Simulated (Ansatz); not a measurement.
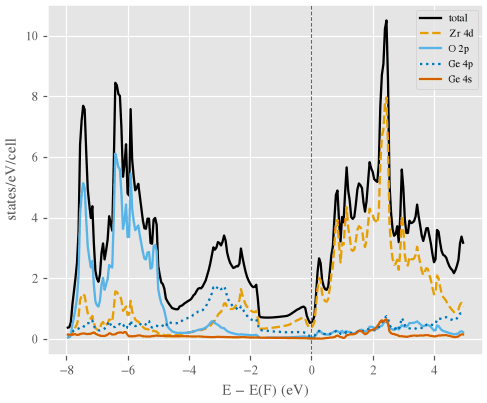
Figure: Total and projected density of states of ZrGeO in space group P4/nmm (No. 129; Zr on 2c, Ge on 2a, O on 2c), r²SCAN in the plane-wave PAW code Ansatz

### Question
Which orbitals carry the states next to the Fermi level?

### Answer
Within 0.5 eV of the Fermi level: Zr 4d 72 %, Ge 4p 14 %, O 2p 9 %. Projections are on Löwdin-orthogonalised atomic valence shells; empty p or d shells of many metals are not among them.

### Question
Where is the tallest occupied peak in this window, and what makes it?

### Answer
Near -6.4 eV, about 8.4 states/eV per cell; the largest projected share is O 2p.

The start of the workflow was typed in or built on a structure type; neither database checked (COD, Materials Project) lists it. Its standing as an ambient phase is unchecked. Symmetry was held in the r²SCAN relaxation; its stability against distortions is not shown here. No spin polarisation was allowed. Scalar-relativistic: spin–orbit coupling is off unless named, which matters more the heavier the elements.

Potentials: the earlier of the program's two PAW sets. The files were generated under PBE; for other functionals the program regenerates the frozen cores, and for LDA and PBEsol the local potential too.
